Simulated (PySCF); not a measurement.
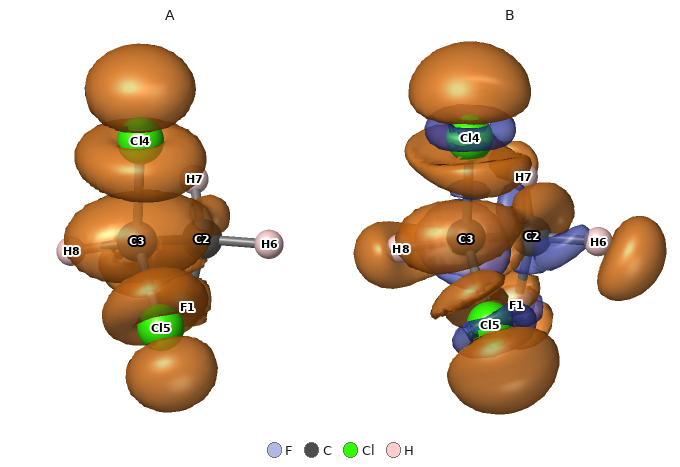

C2H3Cl2F, SMILES `FCC(Cl)Cl`. The Fukui function f⁺ from two separate SCF calculations and the density of the LUMO, at ±0.02 e/Å³ (orange positive, blue negative).

Computed with PySCF, LDA (SVWN)/def2-SVP, geometry: GFN2-xTB. No frequency check shows the geometry to be a minimum. GFN2-xTB bond lengths at metals and heavier atoms can be off by up to 0.1 Å and shapes distorted, which carries into these values.

Question: Which panel is which, and how good is the frozen-orbital picture?

Answer: B is f⁺ (it has negative regions), A the LUMO density. The LUMO lies on Cl4 (35 %), C3 (30 %) and Cl5 (19 %); f⁺ (Hirshfeld-condensed) is largest on Cl4 (0.25) and Cl5 (0.21); the vertical electron affinity is −2.35 eV (the stability of the anion's solution wasn't checked; negative, but this basis has no diffuse functions, so it doesn't show that the anion is unbound). Relaxation shifts 30 % of the electron between atoms. The orbital energy is −0.84 eV.
